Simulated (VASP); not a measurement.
Band structure of KCdF3 (space group Pm-3m). Calculation: PBEsol GGA, VASP's PBE PAW potentials (set 64) (plane waves; VASP).

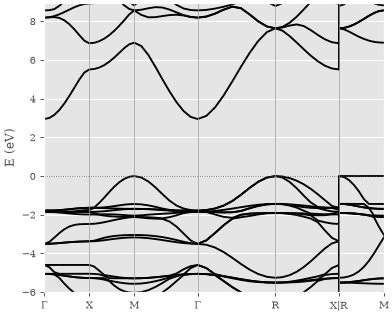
Bands along high-symmetry lines, zero at the valence-band maximum or, without a gap, the Fermi level

### Question
Read the plot: is there a gap, and where are the band edges?

### Answer
The gap is indirect, 2.95 eV, from the valence maximum at R-M at 0.67 to the conduction minimum at Γ.

The structure comes from a computed database's KCdF3 entry (Pm-3m); how it stands against other phases isn't given here. The cell was not relaxed at this level.
